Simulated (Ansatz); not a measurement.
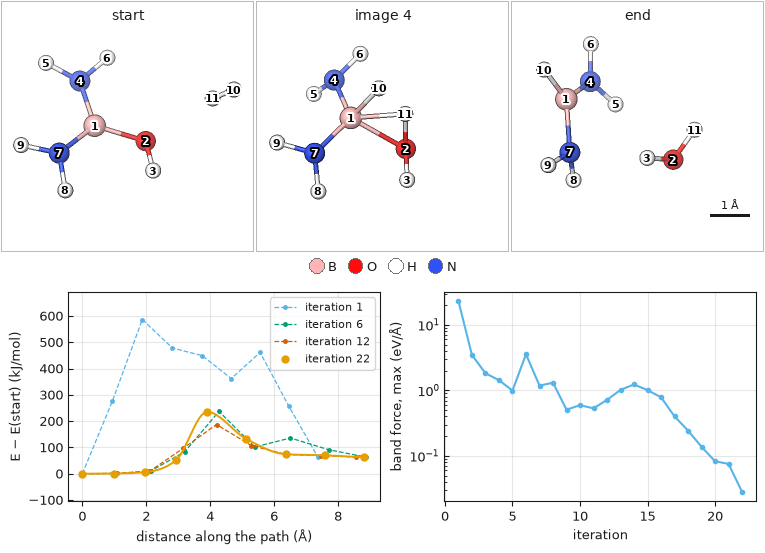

NEB run on BN₂H₇O, made up at the start of BN₂H₅O and H2. Images are numbered from 0 (start) to 8 (end). The plot follows the band through its iterations. The picture is a ball-and-stick view, seen at a tilt.

These are results of Ansatz 0.2.0, RKS PBE-D4/6-31G*, not measurements. Run with 7 movable images; climbing image; force threshold 0.05 eV/Å; iteration limit 60; starting path through a guess of the saddle point.

Question: How did the profile develop, and is the result final?

Answer: The run is converged, with reservations. The band converged in 22 iterations. The largest component of the band force went from 23 to 0.028 eV/Å. The climbing image converged on the top of the path. Its vibrational analysis gives 2 imaginary modes over 30i cm⁻¹, so it isn't confirmed as a transition state. The first iteration put the highest image at 586.3 kJ/mol. The highest point, image 4, lies 234.8 kJ/mol above the start and 171.5 kJ/mol above the end; the end is at +63.3 kJ/mol relative to the start.

Limits of the set-up: the start holds two separate molecules, 2.4 Å apart at their closest, whose relative position is a soft coordinate.

Cost: 2.7 min on 1 thread of Intel(R) Xeon(R) 6975P-C (Granite Rapids) (shared host), peak memory 0.13 GiB.
